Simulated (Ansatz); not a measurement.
The starting structures come from a database of crystals and need not be the phases stable at ambient conditions.

Where the default PAW files enter, the runs use the earlier of Ansatz's two default sets.

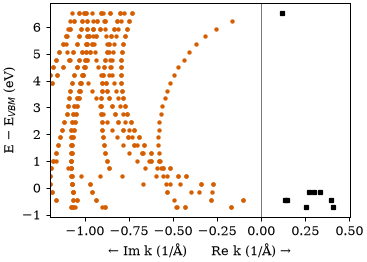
Figure: Complex bands at the centre of the two-dimensional zone; r2SCAN run with Ansatz (a quantum-chemistry and plane-wave program)

The gap is the functional's own. No spin-orbit coupling. Mid-gap values are those at the computed energy nearest the middle.

**Question.** This is SiO₂ (P2_13, not sure to be the ambient phase, 24 atoms a cell, 14.8 Å³ an atom) along the normal of (001). Read off the slowest decay at the centre of the two-dimensional zone at 3.33 eV, the computed energy nearest the middle of the gap.

**Answer.** κ ≈ 0.55 1/Å, a decay length 1/(2κ) of the density of 0.91 Å.
